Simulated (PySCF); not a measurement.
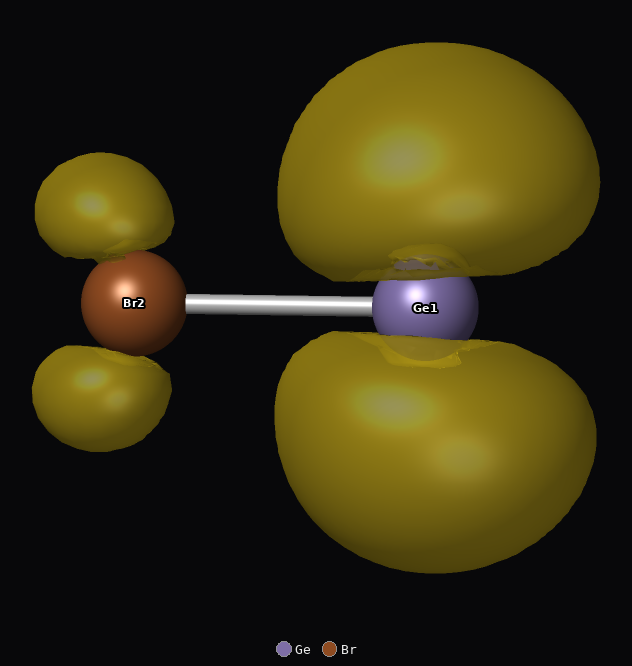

Figure 1: GeBr (doublet). Isosurfaces of the spin density at +0.015 (yellow) and −0.015 e/Å³ (cyan), seen from one side.

Level of theory: PySCF, PBE0/def2-TZVPPD, non-relativistic Hamiltonian with scalar-relativistic core potentials where named, at a bond length of 2.332 Å.

```csv
atom,x (Å),y (Å),z (Å)
Ge,0.0000,0.0000,-1.2041
Br,0.0000,0.0000,1.1279
```

### Which atoms carry the spin?

The unpaired spin (1 electron) lies mostly on Ge1 (about 0.9) and Br2 (about 0.1), in electrons by Hirshfeld's partition.
